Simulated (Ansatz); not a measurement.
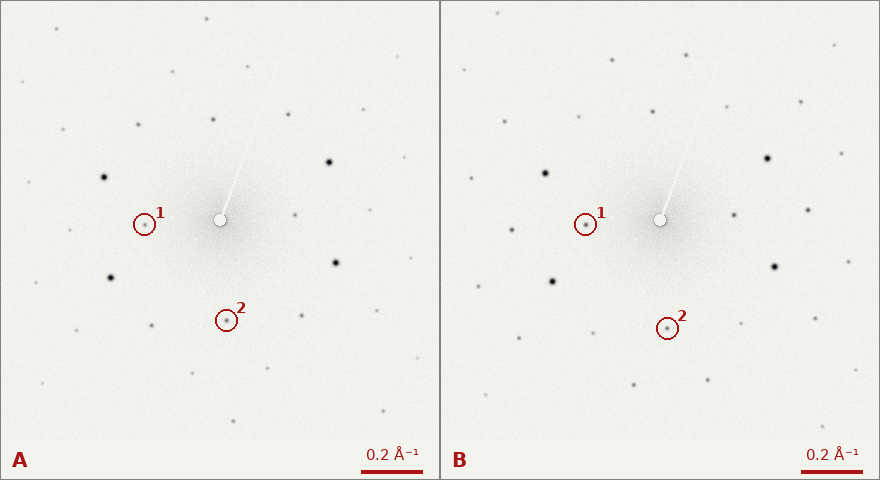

Kinematic electron diffraction patterns (200 kV, B = 0.5 Å², same scale) along [001] of the run's own cell, for the start and the end of one relaxation of Be2P3 with Ansatz, DFT PBE, scalar-relativistic, plane waves, PAW. k mesh 12×12×12. The start is a generated model structure, and the relaxation ends in the nearest stationary point of its symmetry, not necessarily the ground state. Spot 1 is -1 -1 0 and spot 2 is 1 -1 0 in both.

Start structure:

```
Be P
1.0
     2.78458    1.60768    5.06836
    -2.78458    1.60768    5.06836
     0.00000   -3.21536    5.06836
Be P
4 6
Direct
  0.85218 0.85218 0.85218
  0.64782 0.64782 0.64782
  0.14782 0.14782 0.14782
  0.35218 0.35218 0.35218
  0.05625 0.44375 0.75000
  0.75000 0.05625 0.44375
  0.44375 0.75000 0.05625
  0.94375 0.55625 0.25000
  0.25000 0.94375 0.55625
  0.55625 0.25000 0.94375
```

Which pattern belongs to the start structure, and which to the relaxed one?

Answer. B is the start: its cell gives d(1) = 4.073 Å, d(2) = 2.785 Å and an angle of 90.0°. A is the relaxed structure, with d(1) = 4.019 Å (-1.3 %), d(2) = 2.999 Å (+7.7 %) and 90.0°.

Name reflections whose intensity changes strongly on relaxation.

Answer. 2 2 0 goes from 14 to 0.47 % of the strongest spot; 1 1 0 goes from 12 to 3.1 % of the strongest spot.

What did the relaxation do to the structure and the energy?

Answer. The volume changed by -3.2 % to 13.18 Å³ an atom; with the mean shift removed, the atoms moved by up to 0.23 Å relative to the cell (P most); the space group stayed R-3c (No. 167); the free energy fell by 140 meV an atom. Relaxed cell: a = 5.466 Å, b = 5.466 Å, c = 5.466 Å, α = 66.56°, β = 66.56°, γ = 66.56°.
